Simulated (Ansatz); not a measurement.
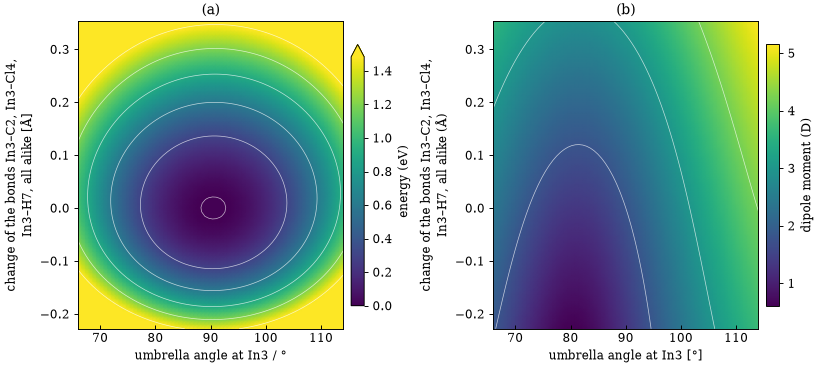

CH3Cl2In, SMILES Cl[CH2][InH][Cl]. Coordinates scanned: (1) umbrella angle at In3 (between each of its bonds and their common axis; 90 is planar); (2) change of the bonds In3–C2, In3–Cl4, In3–H7, all alike. Nothing is relaxed (all other coordinates rigid). The grid has 15 × 15 points. Points are written as (first, second). Energies: eV, counted from the lowest grid point. Method: RKS CAM-B3LYP-D4/def2-SVP (Ansatz).

Panel (a) is the energy and panel (b) the computed dipole moment on the same grid.

The picture shows a smooth colour map with a few white contour lines, one colour for all values above the top of the scale. Between grid points the surface is interpolated.

Question: How does the dipole moment vary over the map, and what is it at the lowest grid point?

Answer: Leaving out the highest fifth of the energies, it runs from 0.74 D at (79.7°, −0.187 Å) to 4.79 D at (114.0°, 0.228 Å). At the lowest grid point, (90.0°, 0.021 Å), it is 1.86 D.
